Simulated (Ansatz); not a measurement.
# C₂H₄FNS: what the fields show

```xyz
9

N    -0.7558    0.4005    1.2024
C    -0.1811   -0.5694    0.3806
S     1.6123   -0.3943   -0.4047
C    -0.0722   -0.2875   -1.0665
F    -0.5282    0.9639   -1.4449
H    -0.6577    1.3412    0.8107
H    -0.4187    0.3765    2.1668
H    -0.3444   -1.6025    0.7035
H    -0.3666   -1.0354   -1.8139
```

Method: RKS PBE/6-31G* (Ansatz 0.2.0).

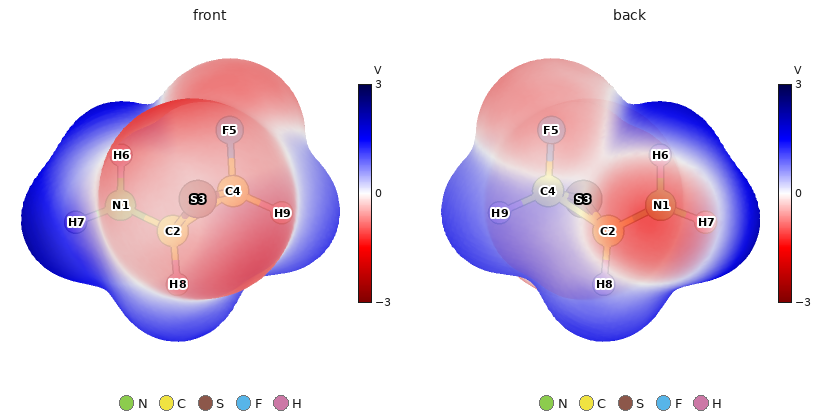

Figure 1. The molecular electrostatic potential painted on the density surface at 0.002 e/bohr³, seen from the front and from behind; red is negative and blue positive.

Where is the surface potential most negative and most positive?

The most negative region (about −1.1 V) lies over N1 and S3, the most positive (about +2.1 V) over H7.

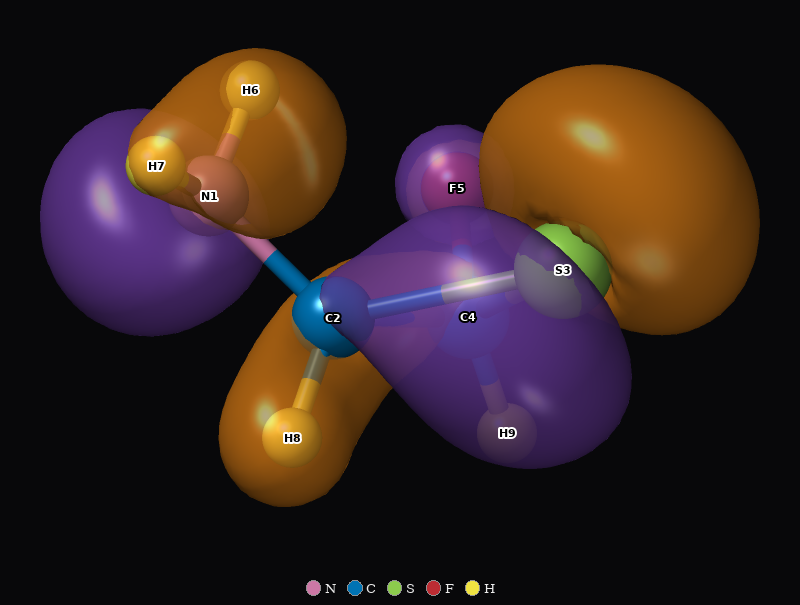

Figure 2. The HOMO−1 at ±0.1 Å⁻³ᐟ² (orange and purple are the two phases), seen at an oblique angle.

Describe this orbital and give its energy.

It lies mainly on S3 (about 50 %), N1 (about 25 %) and C2 (about 10 %); largely a combination of lone pairs on S3 and N1. Its energy is −5.80 eV.

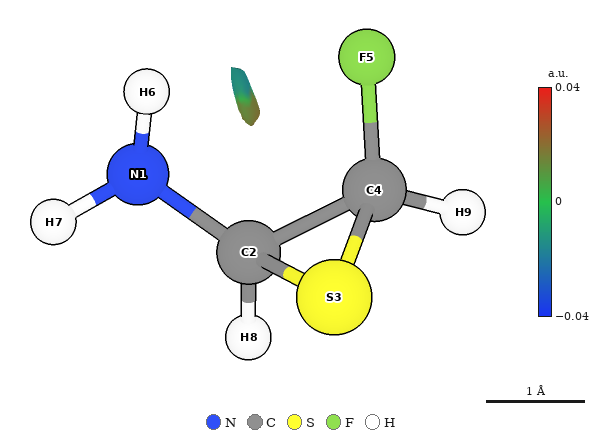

Figure 3. Non-covalent interaction (NCI) plot: the surface where the reduced density gradient is 0.5, for densities under 0.05 a.u., coloured by sign(λ₂)ρ; seen at a tilt.

What holds or crowds the atoms apart from the covalent bonds?

H6···F5 (2.3 Å): a hydrogen bond (blue, attractive).
